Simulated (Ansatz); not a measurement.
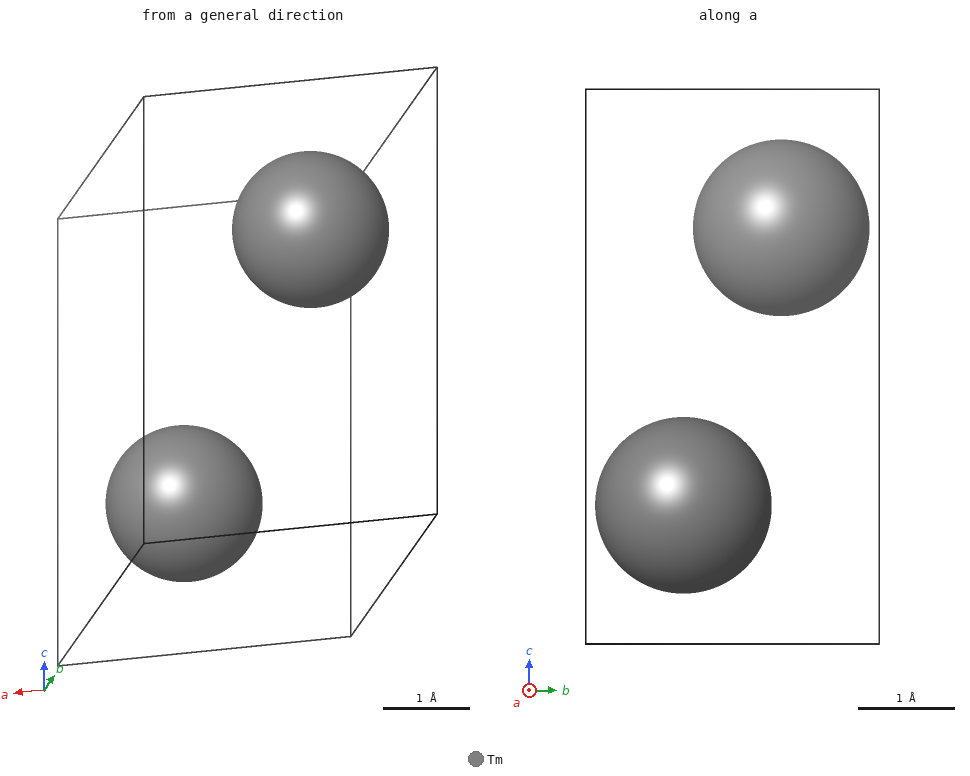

A spheres-only rendering, viewed from a general direction and along the a axis. The parallelepiped is the conventional unit cell.

Q: How many atoms make up the cell?

A: 2 (thulium), counting shared atoms by their share.

Q: What lattice type does the structure have?

A: Primitive hexagonal.

Q: Space group?

A: P6_3/mmc (No. 194), with Tm on 2d.

Q: Give the prototype.

A: Hexagonal close-packed (Mg type).

Provenance: the standard structure of this element. Earlier steps of the study may have refined or changed the cell and positions. It was set up as input for a calculation with Ansatz.
